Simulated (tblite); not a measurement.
# C4H13NSi2: the cost of one run

Programs: tblite 0.8.0 and PySCF 2.14.0, with density-fitted response routines of our own. Each step states its level of theory. These are calculated values for one molecule in the gas phase, unless marked as measured. Atoms are numbered from 0 throughout.

### 1 The starting structure

20 atoms, charge 0, multiplicity 1; geometry from: force field or distance geometry start.

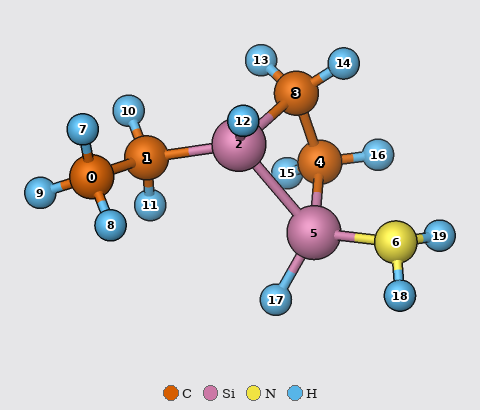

The starting geometry (carbon orange, silicon pink, nitrogen yellow, hydrogen blue), atoms numbered.

### 2 Geometry optimisation with GFN2-xTB

Job settings and geometry (Å):

```
{"job": {"kind": "relax", "xc": "GFN2-xTB", "basis": "xTB"}, "charge": 0, "multiplicity": 1}
C      2.924600    -0.758700    -0.089400
C      1.808300     0.083400     0.495300
Si     0.383300     0.262800    -0.663700
C     -0.684300     1.706700    -0.167400
C     -1.523700     0.872200     0.812600
Si    -1.407700    -0.830300     0.060600
N     -2.687500    -1.151900    -1.116900
H      3.408400    -0.228000    -0.940000
H      2.528500    -1.753800    -0.410000
H      3.657300    -0.957400     0.721200
H      2.176300     1.064900     0.843200
H      1.410400    -0.445000     1.402500
H      0.689500     0.157400    -2.073100
H     -0.080400     2.437500     0.417800
H     -1.310500     2.158500    -0.964300
H     -1.186100     0.954800     1.871100
H     -2.576500     1.235600     0.740200
H     -1.076700    -1.915300     0.987900
H     -2.885800    -2.186800    -1.156800
H     -3.572400    -0.695800    -0.773900
```

Started as:

```sh
$ OMP_NUM_THREADS=1 python probes_run.py task.json out
```

This one command runs all jobs of the session in turn.

Q: Estimate the wall time of this first job on 1 thread of Intel Xeon at 2.50GHz, shared host.

About 4.6 s.
